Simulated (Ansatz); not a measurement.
# (H2Al-mu-Cl)2 (Al₂H₄Cl₂): the relaxed shape and its frontier levels

What does (H2Al-mu-Cl)2 (Al₂H₄Cl₂) look like as a singlet, and where do its frontier electrons sit?

Method: RKS PBE0-D4/def2-TZVP; program: Ansatz 0.2.0, Gaussian basis.

Plan: relaxation at r2SCAN-D4/def2-SVP; a search for the lowest solution at PBE0-D4/def2-SVP; a single point at PBE0-D4/def2-TZVP; harmonic vibrations at r2SCAN-D4/def2-SVP.

### Step 1. The system as given

8 atoms, charge 0, spin multiplicity 1.

Atoms are counted from 1 here; the program's logs count them from 0.

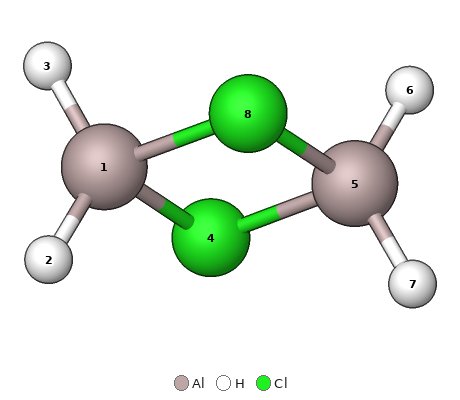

The starting geometry (aluminium light grey, hydrogen white, chlorine green); atoms are numbered from 1 in the order of the file.

Coordinates:

| atom | x (Å) | y (Å) | z (Å) |
| --- | --- | --- | --- |
| Al1 | -0.1318 | -0.9292 | -1.2414 |
| H2 | -0.3847 | -0.2540 | -2.6023 |
| H3 | 0.0076 | -2.4426 | -0.9935 |
| Cl4 | -1.5261 | -0.0955 | 0.2326 |
| Al5 | 0.1305 | 0.9287 | 1.2418 |
| H6 | 0.3857 | 0.2431 | 2.5970 |
| H7 | -0.0044 | 2.4450 | 1.0047 |
| Cl8 | 1.5232 | 0.1045 | -0.2390 |

The start is a GFN2-xTB geometry.

### Step 2. Optimising with r2SCAN-D4/def2-SVP

File in.yaml:

```yaml
crystal:
  periodic: [false, false, false]
  atoms:
    - {symbol: Al, position_ang: [-0.131810, -0.929180, -1.241440]}
    - {symbol: H, position_ang: [-0.384750, -0.254030, -2.602320]}
    - {symbol: H, position_ang: [0.007630, -2.442550, -0.993460]}
    - {symbol: Cl, position_ang: [-1.526110, -0.095520, 0.232620]}
    - {symbol: Al, position_ang: [0.130510, 0.928740, 1.241850]}
    - {symbol: H, position_ang: [0.385690, 0.243070, 2.597010]}
    - {symbol: H, position_ang: [-0.004420, 2.444960, 1.004740]}
    - {symbol: Cl, position_ang: [1.523240, 0.104510, -0.239000]}
basis:
  gaussian: {orbitals: def2-SVP}
hamiltonian: {xc: r2scan, dispersion: d4}
scf: {omitted_lower_state_checks: [starts]}
output: {orbitals: {seedname: orbitals}}
relax: {f_tol: 0.02, max_steps: 100}
```

The run is started by

```bash
ansatz run in.yaml --threads 4 --pin off --events-out ev --progress --plain --max-ram 3916MiB
```

Further steps of the session: Searching for the lowest solution, PBE0-D4/def2-SVP; Single point, PBE0-D4/def2-TZVP; Vibrations by finite differences.

**Question.** What will the summary of the whole plan be? Wanted: point group; commonest bond, hydrogen aside; HOMO, LUMO at PBE0-D4/def2-TZVP; dipole at r2SCAN-D4/def2-SVP; lowest, highest wavenumber.

The runs gave:

| quantity | value |
| --- | --- |
| point group | D2h |
| commonest bond, hydrogen aside | Al–Cl, 4 of mean length 2.324 Å |
| HOMO, LUMO at PBE0-D4/def2-TZVP | -8.42, -0.97 eV |
| dipole at r2SCAN-D4/def2-SVP | 0.00 D |
| lowest, highest wavenumber | 38, 1993 cm⁻¹ |

What this shows: The molecule keeps its bonding pattern by the stored test; the atoms moved 0.09 Å (rms). All wavenumbers are real: a minimum at this level. The HOMO lies nearest to 4 H atoms about 19 % each; Cl4, Cl8 about 9 % each and the LUMO to Al1, Al5 about 18 % each; Cl4, Cl8 about 11 % each.
